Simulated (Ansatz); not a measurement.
```json
{"atom": "C", "x (Å)": "1.1467", "y (Å)": "-1.6323", "z (Å)": "-0.4080"}
{"atom": "C", "x (Å)": "0.0425", "y (Å)": "-1.6068", "z (Å)": "0.3033"}
{"atom": "C", "x (Å)": "-1.1251", "y (Å)": "-1.4206", "z (Å)": "0.8940"}
{"atom": "O", "x (Å)": "-1.9003", "y (Å)": "-0.3836", "z (Å)": "0.6119"}
{"atom": "In", "x (Å)": "-0.7692", "y (Å)": "0.7062", "z (Å)": "-0.7922"}
{"atom": "C", "x (Å)": "0.3825", "y (Å)": "2.1703", "z (Å)": "0.2430"}
{"atom": "H", "x (Å)": "2.0722", "y (Å)": "-1.1748", "z (Å)": "-0.0566"}
{"atom": "H", "x (Å)": "1.2093", "y (Å)": "-2.1618", "z (Å)": "-1.3592"}
{"atom": "H", "x (Å)": "-1.4866", "y (Å)": "-2.1225", "z (Å)": "1.6471"}
{"atom": "H", "x (Å)": "-1.3060", "y (Å)": "0.3556", "z (Å)": "-2.3746"}
{"atom": "H", "x (Å)": "0.6204", "y (Å)": "1.7835", "z (Å)": "1.2338"}
{"atom": "H", "x (Å)": "1.3046", "y (Å)": "2.3947", "z (Å)": "-0.2936"}
{"atom": "H", "x (Å)": "-0.1912", "y (Å)": "3.0921", "z (Å)": "0.3511"}
```

Geometry: PBE0-D4/def2-TZVP; core potentials replace the inner electrons of In.

Theory: RKS PBE0-D4/def2-TZVPP in Ansatz 0.2.0.

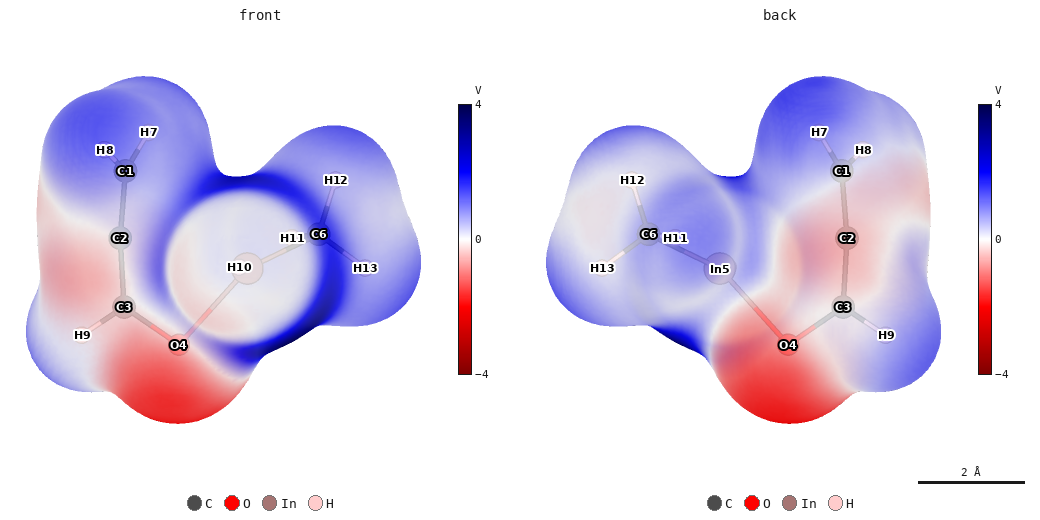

C4H7InO (SMILES C=C=C[O][InH][CH3]). The molecular electrostatic potential painted on the density surface at 0.004 e/bohr³, seen from the front and from behind; the colour scale runs from red (negative) to blue (positive).

> Where is the surface potential most negative and most positive?

The most negative region (about −1.9 V) lies over O4, the most positive (about +3.6 V) over In5. O4 is the likeliest acceptor of a hydrogen bond.
